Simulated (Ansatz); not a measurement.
# Fields on a plane of ZrRh (space group Pnma)

```
CELL_PARAMETERS angstrom
      6.01223     0.00000     0.00000
      0.00000     4.40097     0.00000
      0.00000     0.00000     5.21526
ATOMIC_POSITIONS crystal
  Zr 0.32489 0.25000 0.35891
  Zr 0.67511 0.75000 0.64109
  Zr 0.17511 0.75000 0.85891
  Zr 0.82489 0.25000 0.14109
  Rh 0.95297 0.25000 0.66867
  Rh 0.04703 0.75000 0.33133
  Rh 0.54703 0.75000 0.16867
  Rh 0.45297 0.25000 0.83133
```

The slice is a (1 0 -1) plane (indices of the conventional cell) through the point (0.547, 0.750, 0.169) (fractional), spanned by u = [010] and v = [101] in vectors of this cell: u (4.40 Å) and v (7.96 Å, at 90° to u). It covers one period; positions are fractions (u, v).

Atoms on it: Zr at (0.00, 0.65), 0.2 Å off the plane; Rh at (0.00, 0.00). Other atoms lie within 1 Å of the plane.

Computed with LDA (plane waves to 420 eV, PAW, scalar-relativistic; Ansatz, a quantum-chemistry and plane-wave program). k mesh 8×11×9. Near the nuclei the fields are pseudised (PAW); where an atom keeps semicore shells as valence, they peak there. ZrRh is run without spin polarisation. ZrRh was relaxed with its symmetry unable to fall.

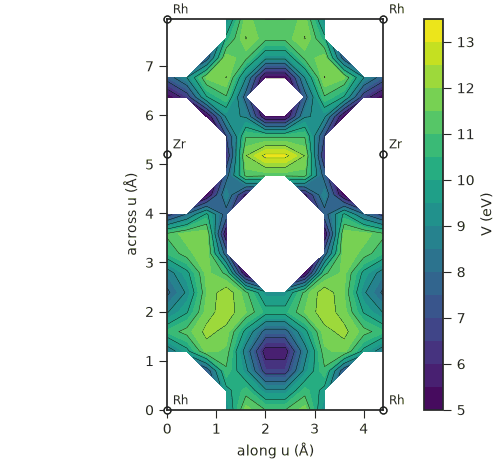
Figure: Electrostatic potential energy of an electron, from the cell's mean, in eV, one period of the plane, atoms marked. Points within 1 Å of a nucleus are left white, as the pseudised field means little there. Values under 5 eV are set to 5. The zero, the cell's mean, hangs on the PAW cores.

```tsv
v \ u	0.00	0.09	0.18	0.27	0.36	0.45	0.55	0.64	0.73	0.82	0.91
0.90	0.3	0.1	-0.4	-0.6	-0.6	-0.5	-0.5	-0.6	-0.6	-0.4	0.1
0.80	-0.5	-0.5	-0.6	-0.6	-0.3	-0.1	-0.1	-0.3	-0.6	-0.6	-0.5
0.70	0.6	0.5	0.0	-0.6	-0.6	-0.6	-0.6	-0.6	-0.6	0.0	0.5
0.60	0.6	0.4	-0.1	-0.6	-0.6	-0.6	-0.6	-0.6	-0.6	-0.1	0.4
0.50	-0.6	-0.6	-0.6	-0.3	0.2	0.7	0.7	0.2	-0.3	-0.6	-0.6
0.40	-0.6	-0.6	-0.6	-0.4	0.3	0.8	0.8	0.3	-0.4	-0.6	-0.6
0.30	-0.5	-0.6	-0.7	-0.7	-0.6	-0.5	-0.5	-0.6	-0.7	-0.7	-0.6
0.20	-0.6	-0.7	-0.7	-0.8	-0.8	-0.7	-0.7	-0.8	-0.8	-0.7	-0.7
0.10	0.3	0.1	-0.3	-0.6	-0.7	-0.7	-0.7	-0.7	-0.6	-0.3	0.1
0.00	1.2	1.0	0.3	-0.4	-0.6	-0.7	-0.7	-0.6	-0.4	0.3	1.0
```

Values: log₁₀ of the valence density in e/Å³. The scale is logarithmic, as a density can span decades between atoms and voids.
